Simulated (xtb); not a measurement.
**C2H8GeN2: geometry relaxation (part 1 of 5)**

C2H8GeN2, SMILES C[N](C)[Ge][NH2], computed with GFN2-xTB (xtb 6.7.1).

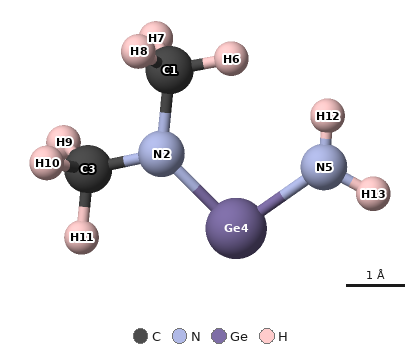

The input geometry (ball-and-stick view, seen at a tilt; atoms are numbered from 1 in the order of the input). Sticks mark near contacts. Bond lengths as drawn: C–H 1.04 to 1.22 Å, C–N 1.35 to 1.47 Å, Ge–N 1.83 to 1.89 Å and H–N 0.89 to 0.97 Å.

**Input file (mol.xyz)**
```
13

C     -0.066030     1.066290     0.558100
N      0.458140    -0.186860     0.005510
C      1.601900    -0.494030     0.657760
Ge    -0.362930    -1.410750    -1.086720
N     -1.983450    -0.496100    -1.415350
H     -1.066920     1.203510     0.130680
H     -0.262530     1.001320     1.651560
H      0.557230     1.853860     0.289280
H      1.608900    -0.597870     1.766560
H      2.493050     0.226670     0.226530
H      2.037730    -1.492570     0.178260
H     -2.288360     0.261520    -1.051290
H     -2.629660    -0.959810    -1.977410
```

**File .CHRG**
```
0
```

**File .UHF**
```
0
```

Machine: 1 thread of Intel Xeon (Sapphire Rapids), 16 GiB of memory available, shared host.

Launch command:
```bash
xtb mol.xyz --gfn 2 --ohess extreme | tee xtb.out
```

**Log**
```
* xtb version 6.7.1
   ID    Z sym.   atoms
    1    6 C      1, 3
    2    7 N      2, 5
    3   32 Ge     4
    4    1 H      6-13

           -------------------------------------------------
          |                Calculation Setup                |
           -------------------------------------------------

          program call               : xtb mol.xyz --gfn 2 --ohess extreme
          coordinate file            : mol.xyz
          omp threads                :                     1

           -------------------------------------------------
          |                 G F N 2 - x T B                 |
           -------------------------------------------------

      * Hamiltonian:
        H0-scaling (s, p, d)           1.850000    2.230000    2.230000
        zeta-weighting                 0.500000
      * Dispersion:
        s8                             2.700000
        a1                             0.520000
        a2                             5.000000
        s9                             5.000000
      * Repulsion:
        kExp                           1.500000    1.000000
        rExp                           1.000000
      * Coulomb:
        alpha                          2.000000
        third order                    shell-resolved
        anisotropic                    true
        a3                             3.000000
        a5                             4.000000
        cn-shift                       1.200000
        cn-exp                         4.000000
        max-rad                        5.000000

          ...................................................
          :                      SETUP                      :
          :.................................................:
          :  # basis functions                  34          :
          :  # atomic orbitals                  33          :
          :  # shells                           19          :
          :  # electrons                        30          :
          :  max. iterations                   250          :
          :  Hamiltonian                  GFN2-xTB          :
          :  restarted?                      false          :
          :  GBSA solvation                  false          :
          :  PC potential                    false          :
          :  electronic temp.          300.0000000     K    :
          :  accuracy                    1.0000000          :
          :  -> integral cutoff          0.2500000E+02      :
          :  -> integral neglect         0.1000000E-07      :
          :  -> SCF convergence          0.1000000E-05 Eh   :
          :  -> wf. convergence          0.1000000E-03 e    :
          :  Broyden damping             0.4000000          :
          :  net charge                          0          :
          :  unpaired electrons                  0          :
          ...................................................

 iter      E             dE          RMSdq      gap      omega  full diag
   1    -15.0418942 -0.150419E+02  0.970E+00    1.28       0.0  T
   2    -15.6304821 -0.588588E+00  0.134E+01    4.79       1.0  T
   3    -16.1051269 -0.474645E+00  0.675E+00    5.23       1.0  T
   4    -16.2886566 -0.183530E+00  0.329E+00    4.36       1.0  T
   5    -16.3234870 -0.348305E-01  0.541E-01    3.60       1.0  T
   6    -16.3246184 -0.113142E-02  0.255E-01    3.49       1.0  T
   7    -16.3242063  0.412116E-03  0.203E-01    3.41       1.0  T
   8    -16.3246079 -0.401595E-03  0.524E-02    3.52       1.0  T
   9    -16.3246236 -0.156759E-04  0.277E-02    3.50       1.0  T
  10    -16.3246261 -0.250619E-05  0.145E-02    3.50       1.9  T
  11    -16.3246285 -0.237266E-05  0.788E-04    3.49      35.2  T
  12    -16.3246285  0.333754E-08  0.874E-04    3.50      31.7  T
  13    -16.3246285 -0.421765E-08  0.950E-05    3.49     291.9  T

   *** convergence criteria satisfied after 13 iterations ***

         #    Occupation            Energy/Eh            Energy/eV
      -------------------------------------------------------------
         1        2.0000           -0.6286897             -17.1075
       ...           ...                  ...                  ...
         9        2.0000           -0.4815185             -13.1028
        10        2.0000           -0.4635232             -12.6131
        11        2.0000           -0.4330161             -11.7830
        12        2.0000           -0.4198390             -11.4244
        13        2.0000           -0.3854352             -10.4882
        14        2.0000           -0.3732244             -10.1560
        15        2.0000           -0.3408185              -9.2741 (HOMO)
        16                         -0.2123871              -5.7793 (LUMO)
        17                         -0.1293187              -3.5189
        18                         -0.0788738              -2.1463
        19                          0.0128593               0.3499
        20                          0.0394241               1.0728
       ...                                ...                  ...
        33                          0.7978065              21.7094
      -------------------------------------------------------------
                  HL-Gap            0.1284313 Eh            3.4948 eV
             Fermi-level           -0.2766028 Eh           -7.5267 eV

 SCC (total)                   0 d,  0 h,  0 min,  0.006 sec
 SCC setup                      ...        0 min,  0.000 sec (  1.373%)
 Dispersion                     ...        0 min,  0.000 sec (  0.829%)
 classical contributions        ...        0 min,  0.000 sec (  0.312%)
 integral evaluation            ...        0 min,  0.001 sec ( 14.001%)
 iterations                     ...        0 min,  0.003 sec ( 53.310%)
 molecular gradient             ...        0 min,  0.002 sec ( 29.058%)
 printout                       ...        0 min,  0.000 sec (  0.986%)

         :::::::::::::::::::::::::::::::::::::::::::::::::::::
         ::                     SUMMARY                     ::
         :::::::::::::::::::::::::::::::::::::::::::::::::::::
         :: total energy             -16.122829778949 Eh    ::
         :: gradient norm              0.262486155841 Eh/a0 ::
         :: HOMO-LUMO gap              3.494794172388 eV    ::
         ::.................................................::
         :: SCC energy               -16.324618406739 Eh    ::
         :: -> isotropic ES            0.012314437439 Eh    ::
         :: -> anisotropic ES          0.004088492542 Eh    ::
         :: -> anisotropic XC          0.009629567182 Eh    ::
         :: -> dispersion             -0.008137887195 Eh    ::
         :: repulsion energy           0.201788627790 Eh    ::
         :: add. restraining           0.000000000000 Eh    ::
         :: total charge              -0.000000000000 e     ::
         :::::::::::::::::::::::::::::::::::::::::::::::::::::

      -----------------------------------------------------------
     |                   =====================                   |
     |                        A N C O P T                        |
     |                   =====================                   |
     |               Approximate Normal Coordinate               |
     |                Rational Function Optimizer                |
      -----------------------------------------------------------
      -----------------------------------------------------------
     |                   =====================                   |
     |                        A N C O P T                        |
     |                   =====================                   |
     |               Approximate Normal Coordinate               |
     |                Rational Function Optimizer                |
      -----------------------------------------------------------

          ...................................................
          :                      SETUP                      :
          :.................................................:
          :   optimization level           extreme          :
          :   max. optcycles                   260          :
          :   ANC micro-cycles                  20          :
          :   degrees of freedom                33          :
          :.................................................:
          :   RF solver                   davidson          :
          :   write xtbopt.log                true          :
          :   linear?                        false          :
          :   energy convergence         0.5000000E-07 Eh   :
          :   grad. convergence          0.5000000E-04 Eh/α :
          :   maxmium RF displ.          1.0000000          :
          :   Hlow (freq-cutoff)         0.1000000E-01      :
          :   Hmax (freq-cutoff)         5.0000000          :
          :   S6 in model hess.         20.0000000          :
          ...................................................

generating ANC from exact Hessian ...
Using Lindh-Hessian (1995)
 Shifting diagonal of input Hessian by    1.0045526420447369E-002
 Lowest  eigenvalues of input Hessian
    0.010000    0.000000    0.000000    0.000000    0.000000    0.000000
    0.000000    0.011407    0.014190    0.017634    0.021107    0.025326
    0.028661    0.031632    0.037568    0.051688    0.068942    0.074068
 Highest eigenvalues
    1.081909    1.263681    1.416181    1.480133    1.664396    1.769870

........................................................................
.............................. CYCLE    1 ..............................
........................................................................

 iter      E             dE          RMSdq      gap      omega  full diag
   1    -16.3246285 -0.163246E+02  0.423E-05    3.49       0.0  T
   2    -16.3246285  0.184741E-12  0.687E-05    3.49     403.7  T
   3    -16.3246285 -0.137206E-10  0.383E-05    3.49     724.3  T
     SCC iter.                  ...        0 min,  0.001 sec
     gradient                   ...        0 min,  0.002 sec
 * total energy  :   -16.1228298 Eh     change       -0.3624478E-10 Eh
   gradient norm :     0.2624861 Eh/α   predicted     0.0000000E+00 (-100.00%)
   displ. norm   :     0.3309212 α      lambda       -0.5848556E-01
   maximum displ.:     0.1407325 α      in ANC's #12, #10, #16, ...

........................................................................
.............................. CYCLE    2 ..............................
........................................................................

 iter      E             dE          RMSdq      gap      omega  full diag
   1    -16.3287004 -0.163287E+02  0.657E-01    3.61       0.0  T
   2    -16.3291262 -0.425718E-03  0.388E-01    3.60       1.0  T
   3    -16.3291656 -0.394743E-04  0.209E-01    3.58       1.0  T
   4    -16.3291561  0.951957E-05  0.852E-02    3.63       1.0  T
   5    -16.3291903 -0.341924E-04  0.491E-02    3.60       1.0  T
   6    -16.3291913 -0.962335E-06  0.603E-03    3.60       4.6  T
   7    -16.3291913 -0.122654E-08  0.215E-03    3.60      12.9  T
   8    -16.3291913 -0.105325E-07  0.780E-04    3.60      35.6  T
   9    -16.3291913 -0.190962E-09  0.113E-04    3.60     246.1  T
     SCC iter.                  ...        0 min,  0.002 sec
     gradient                   ...        0 min,  0.002 sec
 * total energy  :   -16.1582131 Eh     change       -0.3538336E-01 Eh
   gradient norm :     0.0813767 Eh/α   predicted    -0.3244513E-01 (  -8.30%)
   displ. norm   :     0.2204617 α      lambda       -0.1096232E-01
   maximum displ.:     0.0945507 α      in ANC's #1, #10, #22, ...

........................................................................
.............................. CYCLE    3 ..............................
........................................................................

 iter      E             dE          RMSdq      gap      omega  full diag
   1    -16.3395440 -0.163395E+02  0.344E-01    3.68       0.0  T
   2    -16.3398114 -0.267464E-03  0.316E-01    3.66       1.0  T
   3    -16.3398361 -0.247017E-04  0.203E-01    3.65       1.0  T
   4    -16.3398166  0.195283E-04  0.747E-02    3.68       1.0  T
   5    -16.3398401 -0.234567E-04  0.216E-02    3.66       1.3  T
   6    -16.3398403 -0.267663E-06  0.554E-03    3.66       5.0  T
   7    -16.3398404 -0.939409E-07  0.124E-03    3.66      22.4  T
   8    -16.3398404 -0.112636E-08  0.439E-04    3.66      63.2  T
   9    -16.3398404 -0.189566E-09  0.107E-04    3.66     260.1  T
     SCC iter.                  ...        0 min,  0.002 sec
     gradient                   ...        0 min,  0.002 sec
 * total energy  :   -16.1634989 Eh     change       -0.5285789E-02 Eh
   gradient norm :     0.0189125 Eh/α   predicted    -0.5747566E-02 (   8.74%)
   displ. norm   :     0.1776975 α      lambda       -0.1764670E-02
   maximum displ.:     0.1051050 α      in ANC's #10, #1, #8, ...

........................................................................
.............................. CYCLE    4 ..............................
........................................................................
```
